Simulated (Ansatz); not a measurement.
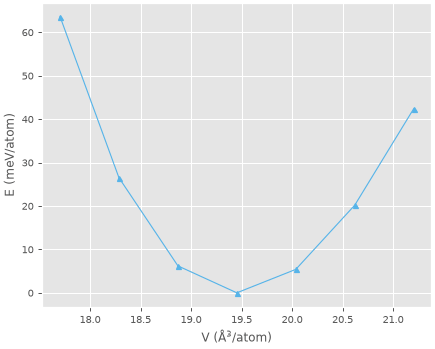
*SnPd in space group Pnma (No. 62; Sn on 4c, Pd on 4c) under volume change, DFT-r²SCAN in the program Ansatz with PAW potentials, shape and atoms relaxed at each volume.*

### Question
What does a third-order Birch–Murnaghan fit give for V₀, B₀ and B′?

### Answer
V₀ = 19.46 Å³/atom, B₀ = 104 GPa, B′ = 5.8.

The first step of the workflow began from a Materials Project structure, measured or hypothetical; the Crystallography Open Database files this formula in space group No. 62, but the cells were not matched. Whether it is the stable phase at ambient conditions was not checked. The cell was relaxed with r²SCAN under the symmetry of its start; its stability against distortions is not shown here. No spin polarisation was allowed. Scalar-relativistic: spin–orbit coupling is off unless named, which matters more the heavier the elements.

Potentials: the later of the program's two PAW sets.
